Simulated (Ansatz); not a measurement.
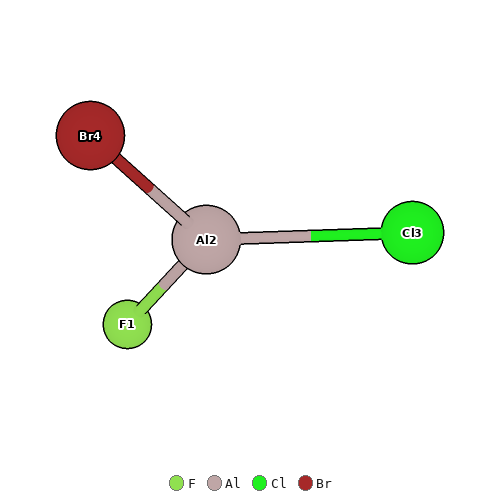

The system is AlBrClF (SMILES [F][Al]([Cl])[Br]) with the probe Cl-; the picture shows it without the atoms that are moved over the map. 
- The probe is moved over a plane parallel to the molecule's main plane, 2.70 Å above it.
- Coordinates scanned: (1) x of the probe's Cl atom; (2) y of the probe's Cl atom.
- Nothing is relaxed (molecule and probe rigid).
- The scan uses a 13 × 11 grid.
- Points are written as (first, second).
- All energies are given in kJ/mol relative to the lowest grid point.
- These are results of RHF/def2-SVPD in Ansatz, not measurements.

Range: x of the probe's Cl atom from −3.48 to 3.48 Å; y of the probe's Cl atom from −2.90 to 2.90 Å.

> What will the energy surface look like?

The lowest grid point is at (0.00 Å, 0.00 Å) [nearest 1 Al at 2.70 Å]. It is the only kind of minimum in the scanned range. The highest grid point, (2.32 Å, 0.58 Å) [nearest 1 Br at 2.72 Å], lies 196 kJ/mol above the lowest. Near the minimum the curvatures are about 1.1 and 1.4 eV/Å² along the soft and the stiff direction.

```tsv
y of the probe's Cl atom ↓, x of the probe's Cl atom →	−3.48	−2.90	−2.32	−1.74	−1.16	−0.58	0.00	0.58	1.16	1.74	2.32	2.90	3.48
2.90	133	135	137	136	130	122	116	117	122	128	130	130	128
2.32	136	142	149	150	137	119	107	111	125	138	142	137	130
1.74	139	151	166	168	145	110	91	101	132	160	166	152	137
1.16	141	155	173	172	135	85	61	82	135	182	192	170	144
0.58	138	148	158	147	102	47	24	52	118	180	196	174	147
0.00	133	135	132	110	65	18	0	27	89	148	171	160	142
−0.58	129	124	113	90	55	21	8	27	70	115	138	140	134
−1.16	128	121	111	94	74	57	48	54	76	102	120	127	129
−1.74	130	125	118	110	104	99	94	92	96	107	117	124	128
−2.32	134	130	127	125	126	127	124	119	116	118	122	127	130
−2.90	137	136	135	135	137	138	137	132	129	128	129	131	133
```

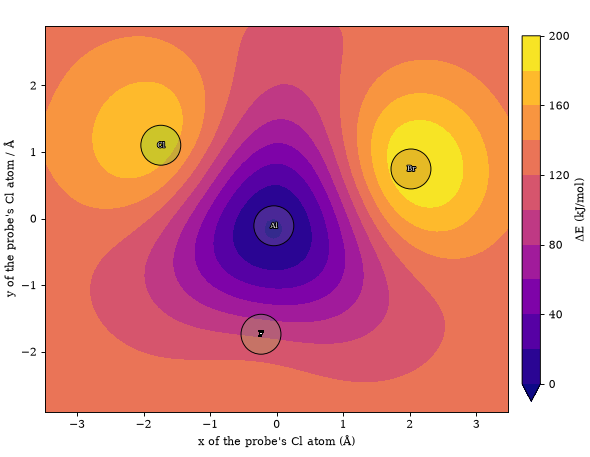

Drawn: filled contours, labelled circles for the molecule's atoms, projected on the plane. Between grid points the surface is interpolated.

The whole map (143 points run) took 10 min on 1 thread of Intel(R) Xeon(R) Platinum 8488C (Sapphire Rapids) (shared host).
